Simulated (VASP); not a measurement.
Band structure of Ca3In (space group Fm-3m). Calculation: PBEsol GGA, VASP's PBE PAW potentials (set 64) (plane waves; VASP).

Unless said otherwise, spin-orbit coupling is left out, though it shifts the bands of the heavy elements here.

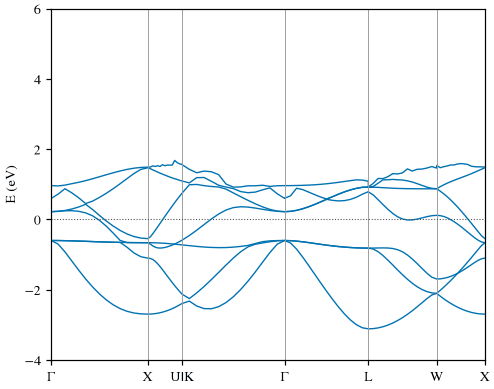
Fig. 1. Bands along high-symmetry lines, zero at the valence-band maximum or, without a gap, the Fermi level

Question: Read the plot: is there a gap, and where are the band edges?

Answer: It has no gap at this level: it comes out as a metal or semimetal. (Edges off the drawn lines would not show.)

The structure comes from a computed database's Ca3In entry (Fm-3m); how it stands against other phases isn't given here. It was relaxed first, which changed the volume by -5 %. The electron count is odd and the run is not spin-polarised, which forces a metal.
